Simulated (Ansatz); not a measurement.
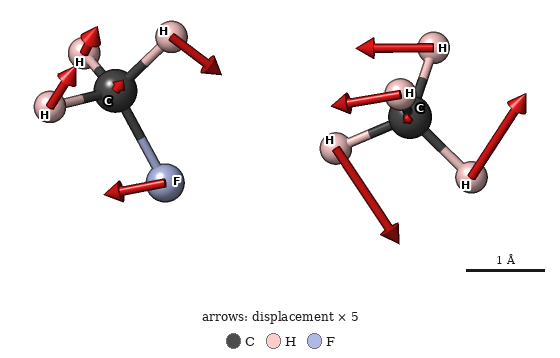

This is a relaxation of C₂H₇F. The starting structure is drawn; red arrows show the displacements, magnified 5 times. The two geometries are superimposed by the best rigid fit.

Style: ball-and-stick. Shown at a tilt.

Level of theory: RKS PBE0-D4/def2-TZVP (Ansatz 0.2.0).

Input
```yaml
crystal:
  periodic: [false, false, false]
  atoms:
    - {symbol: C, position_ang: [-0.053135, -0.095927, -1.919771]}
    - {symbol: H, position_ang: [-0.363714, 0.955414, -2.069764]}
    - {symbol: H, position_ang: [-0.534103, -0.730400, -2.687698]}
    - {symbol: H, position_ang: [-0.360833, -0.437684, -0.914387]}
    - {symbol: H, position_ang: [1.046015, -0.171289, -2.022145]}
    - {symbol: C, position_ang: [0.082498, 0.130101, 1.943908]}
    - {symbol: F, position_ang: [-0.737089, -0.822525, 1.368172]}
    - {symbol: H, position_ang: [0.621158, 0.691822, 1.149972]}
    - {symbol: H, position_ang: [0.825522, -0.361491, 2.609099]}
    - {symbol: H, position_ang: [-0.526321, 0.841979, 2.542814]}
basis:
  gaussian: {orbitals: def2-TZVP}
hamiltonian: {xc: pbe0, dispersion: d4}
relax: {f_tol: 0.005, max_steps: 200}
```

Launched with:
```bash
ansatz run in.yaml --threads 4 --pin off --events-out ev --progress --plain --max-ram 9574MiB
```

> What did the optimiser do to the structure, and how much energy did it gain?

The energy falls by 4.67 kJ/mol in 13 geometry steps. The largest force component goes from 0.53 to 0.00093 eV/Å. H4 moves most after the best rigid fit: 0.30 Å. By element the largest moves are H 0.30 Å, F 0.17 Å, C 0.04 Å. Among the contacts that change: C1–H2 1.106 → 1.090 Å, C6–F7 1.382 → 1.378 Å. Cost: 8 s on 4 threads of Intel Xeon 6975P-C (shared host).

Limits of the set-up: the start holds two separate molecules, 2.3 Å apart at their closest, whose relative position is a soft coordinate.
